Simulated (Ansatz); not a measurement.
# Mg2Pd3Se2: a short molecular-dynamics run

A trajectory of Mg2Pd3Se2, a randomly packed cell with 14 atoms that was not relaxed first: 60 steps of 1 fs under a Nosé-Hoover thermostat at 100 K.

Program: Ansatz 0.2.0. Level of theory: DFT PBE, plane waves, PAW, scalar-relativistic, no spin polarisation. These are calculated values, not measurements.

**1. The structure to begin with**

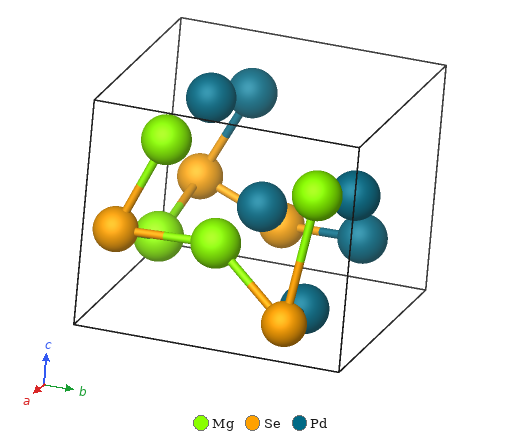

The starting structure, seen slightly off an axis (magnesium green, selenium orange, palladium blue). Each atom of the cell is drawn once.

Structure file:

```xyz
14
Lattice="6.4358 0.2110 -3.9674 -0.0167 6.4234 -0.0309 1.0569 -0.5100 5.0834" Properties=species:S:1:pos:R:3 pbc="T T T"
Mg    6.9707    5.1995   -0.1461
Mg    2.7970    0.6022   -0.6574
Mg    6.4315    1.2310    0.6948
Mg    5.6805    2.7577   -1.3398
Se    0.7754    2.8455    0.6343
Se    5.2199    0.2272   -1.2964
Se    5.4986    4.7504   -2.9068
Se    0.7386    0.6635    1.4594
Pd    1.6582    5.0413    0.4222
Pd    4.3592    5.3680    0.6961
Pd    4.5126    1.5086    2.3623
Pd    3.3035    2.9779    0.3275
Pd    3.1878    4.5024   -1.8674
Pd    2.0919    1.7746    3.2719
```

**2. Molecular dynamics**

input.yaml reads:

```yaml
crystal:
  lattice:
    - [6.435753, 0.211, -3.967427]
    - [-0.016699, 6.423412, -0.030863]
    - [1.056912, -0.510048, 5.083369]
  atoms:
    - { symbol: Mg, position: [0.965433, 0.835699, 0.729832] }
    - { symbol: Mg, position: [0.40419, 0.095305, 0.186708] }
    - { symbol: Mg, position: [0.866227, 0.227833, 0.814135] }
    - { symbol: Mg, position: [0.821346, 0.432522, 0.380097] }
    - { symbol: Se, position: [0.089275, 0.455713, 0.197221] }
    - { symbol: Se, position: [0.756102, 0.037159, 0.335316] }
    - { symbol: Se, position: [0.841579, 0.718998, 0.08936] }
    - { symbol: Se, position: [0.060111, 0.127896, 0.334787] }
    - { symbol: Pd, position: [0.217423, 0.798145, 0.257597] }
    - { symbol: Pd, position: [0.581678, 0.863919, 0.596164] }
    - { symbol: Pd, position: [0.554282, 0.28805, 0.899069] }
    - { symbol: Pd, position: [0.446294, 0.48194, 0.415666] }
    - { symbol: Pd, position: [0.493503, 0.686472, 0.02198] }
    - { symbol: Pd, position: [0.194891, 0.333219, 0.797771] }
kpoints:
  mp_grid: { grid: [2, 3, 3] }
magnetization:
  spin_polarized: false
scf:
  occupations: { method: fermi_dirac, width: 0.05 }
hamiltonian:
  pseudopotentials: { kind: paw }
  xc: pbe
basis:
  ecutwfc: 420
md:
  timestep: 1.0
  n_steps: 60
  ensemble: nvt_nose_hoover
  temperature: 100.0
  initial_velocities: maxwell_boltzmann
  seed: 302337
```

Run with:

```console
$ ansatz run input.yaml --threads 2 --pin off --max-ram 2560MiB --backend cpu --events-out ev --progress --plain --runs-dir out
```

Q: Predict the outcome of this session. Wanted: temperature, first and last step; temperature, second half; potential energy, second half; largest change of the conserved energy; mean square displacement, second half.

The runs gave:

| quantity | value |
| --- | --- |
| length | 60 steps of 1 fs |
| temperature, first and last step | 100 and 1043 K |
| temperature, second half | mean 1169 K, from 1043 to 1267 K |
| potential energy, second half | -220 meV/atom from the start |
| largest change of the conserved energy | 0.07 meV/atom |
| mean square displacement, second half | Mg 0.152, Se 0.080, Pd 0.009 Å² |

**Reading.** Against a set 100 K the second half averages 1169 K, going from 1246 to 1043 K over that half; the potential energy of that half lies 220 meV/atom under the start, so the atoms have moved to lower-lying arrangements, and the energy set free heats the cell. The conserved energy strays from its start by at most 0.07 meV/atom, under 0.1 % of the mean kinetic energy, which is good for a step of 1 fs. Over the second half Mg atoms stand 0.4 Å (root mean square) from where they began, and the farthest move is 0.7 Å. A run of 60 fs with 14 atoms shows the motion but fixes no equilibrium value.
